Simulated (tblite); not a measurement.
Run report: Be$_{2}$Br$_{2}$Cl$_{2}$, calculation of the molecule and its ions

- system: Be$_{2}$Br$_{2}$Cl$_{2}$
- method: IPEA1-xTB, R-SCC (tblite 0.8.0)

The geometry comes from this level: GFN2-xTB.

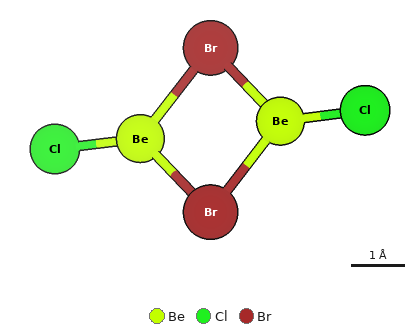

The structure (ball-and-stick view, seen at a tilt). Sticks mark near contacts. Bond lengths as drawn: Be–Br 2.19 Å and Be–Cl 1.78 Å.

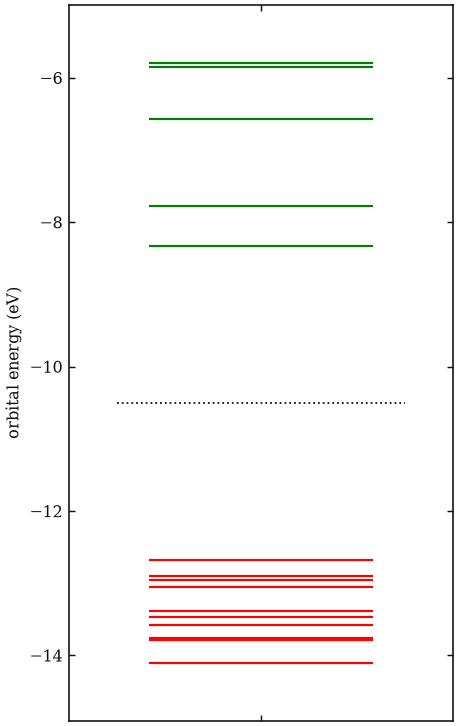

Orbital energies near the frontier; the dotted line parts filled from empty levels, and levels within 0.02 eV of each other stand side by side. Highest filled −12.67 eV, lowest empty −8.33 eV, 4.34 eV apart.

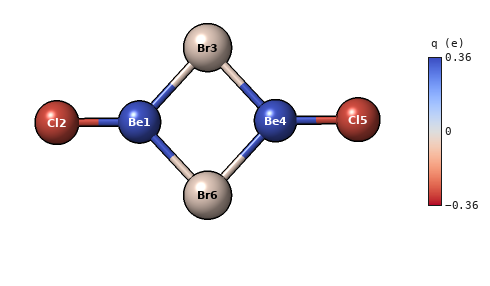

Mulliken charges, as the colour of each atom (ball-and-stick view, seen at a tilt; atoms are numbered from 1 in the order of the input). By element: Be +0.34, Cl −0.29 and Br −0.05 e.

The input and output of the run follow.

**Input (run.py)**
```python
import json
import numpy as np
from tblite.interface import Calculator

symbols = ["Be", "Cl", "Br", "Be", "Cl", "Br"]
numbers = np.array([4, 17, 35, 4, 17, 35])
positions = np.array([  # bohr
    [2.330977, 0.363413, 1.435606],
    [5.142852, 0.807178, 3.212005],
    [0.309367, -3.045747, 0.268436],
    [-2.326706, -0.363546, -1.442522],
    [-5.173125, -0.805609, -3.163061],
    [-0.283346, 3.044330, -0.310444],
])

def run(charge, uhf):
    tb = Calculator("IPEA1-xTB", numbers, positions, charge=charge, uhf=uhf)
    return tb.singlepoint()

states = [[0, 0], [1, 1], [-1, 1]]  # charge, unpaired electrons
runs = [run(q, n) for q, n in states]
e = np.array([x.get('energy') for x in runs])
for (q, n), x in zip(states, e):
    print(f"charge {q:+d}, {n} unpaired: E = {x:.8f} Eh, relative {(x - e[0]) * 2625.4996:.4f} kJ/mol")
ip, ea = (e[1] - e[0]) * 27.211386, (e[0] - e[2]) * 27.211386
print(f"vertical IP {ip:.4f} eV, vertical EA {ea:.4f} eV (differences of total energies, no empirical shift)")
print(f"chemical potential {-(ip + ea) / 2:.4f} eV, hardness {ip - ea:.4f} eV")
q0, qp, qm = (x.get("charges") for x in runs)
print("condensed Fukui functions   f-      f+")
for i, s in enumerate(symbols):
    print(f"{s:<2}{i + 1:<3} {qp[i] - q0[i]:24.4f} {q0[i] - qm[i]:7.4f}")
out = {k: np.asarray(runs[0].get(k)).tolist() for k in ("energy", "gradient", "charges", "dipole", "orbital-energies", "orbital-occupations")}
out.update(symbols=symbols, positions=(positions * 0.529177210903).tolist(), state_energies=e.tolist(), state_charges=[x.get("charges").tolist() for x in runs])
json.dump(out, open("results.json", "w"))
```

Launch command:
```bash
python run.py
```

**Log**
```
------------------------------------------------------------
  cycle        total energy    energy error   density error
------------------------------------------------------------
      1     -17.99830113161  -1.8096421E+01   7.4383697E-01
      2     -18.04596668139  -4.7665550E-02   5.4156854E-01
      3     -18.06987509513  -2.3908414E-02   3.2720667E-01
      4     -18.22784348617  -1.5796839E-01   3.7398613E-02
      5     -18.22911120411  -1.2677179E-03   9.2557644E-03
      6     -18.22926591493  -1.5471082E-04   2.4017313E-03
      7     -18.22927658204  -1.0667108E-05   4.6886894E-04
      8     -18.22927706010  -4.7806967E-07   3.2374260E-05
      9     -18.22927706274  -2.6354883E-09   9.7270018E-06
------------------------------------------------------------

 total:                                   0.004 sec
------------------------------------------------------------
  cycle        total energy    energy error   density error
------------------------------------------------------------
      1     -17.29583465047  -1.7393955E+01   6.8825866E-01
      2     -16.91243389415   3.8340076E-01   7.0478776E-01
      3     -17.55669579393  -6.4426190E-01   3.5993175E-01
      4     -17.64703598323  -9.0340189E-02   1.2848990E-01
      5     -17.67071457010  -2.3678587E-02   8.0791776E-02
      6     -17.67057556004   1.3901007E-04   7.8830709E-02
      7     -17.68534305909  -1.4767499E-02   1.6476922E-02
      8     -17.68594993571  -6.0687662E-04   2.7749293E-03
      9     -17.68596017912  -1.0243410E-05   8.9773368E-04
     10     -17.68596066437  -4.8525135E-07   8.5538139E-04
     11     -17.68596219181  -1.5274305E-06   3.2595176E-04
     12     -17.68596241411  -2.2230120E-07   8.0740041E-05
     13     -17.68596243190  -1.7798605E-08   1.4676000E-05
------------------------------------------------------------

 total:                                   0.005 sec
------------------------------------------------------------
  cycle        total energy    energy error   density error
------------------------------------------------------------
      1     -18.43566642531  -1.8533787E+01   8.4039442E-01
      2     -18.44909033507  -1.3423910E-02   5.1178269E-01
      3     -18.44245664992   6.6336851E-03   4.5801274E-02
      4     -18.44738650590  -4.9298560E-03   3.7809878E-02
      5     -18.45030191331  -2.9154074E-03   1.0724627E-02
      6     -18.45050399195  -2.0207864E-04   6.8277842E-03
      7     -18.45067066384  -1.6667189E-04   2.4665697E-04
      8     -18.45067070866  -4.4816431E-08   6.9564628E-05
      9     -18.45067071925  -1.0591947E-08   5.9782927E-06
------------------------------------------------------------

 total:                                   0.004 sec
charge +0, 0 unpaired: E = -18.22927706 Eh, relative 0.0000 kJ/mol
charge +1, 1 unpaired: E = -17.68596243 Eh, relative 1426.4723 kJ/mol
charge -1, 1 unpaired: E = -18.45067072 Eh, relative -581.2690 kJ/mol
vertical IP 14.7843 eV, vertical EA 6.0244 eV (differences of total energies, no empirical shift)
chemical potential -10.4044 eV, hardness 8.7599 eV
condensed Fukui functions   f-      f+
Be1                     0.0860  0.1884
Cl2                     0.3219  0.2365
Br3                     0.0921  0.0752
Be4                     0.0860  0.1884
Cl5                     0.3218  0.2364
Br6                     0.0921  0.0751
```

**Summary**

| quantity | value |
| --- | --- |
| outcome | converged |
| total energy | −18.229277 hartree |
| basis functions | 44 |
| largest force | 1.264 eV/Å |
| HOMO | −12.67 eV |
| LUMO | −8.33 eV |
| dipole moment | 0.05 D |
| hardware | 1 thread of Arm Neoverse V2, 256 GiB of memory available, shared host |
| peak memory | 0.11 GiB |
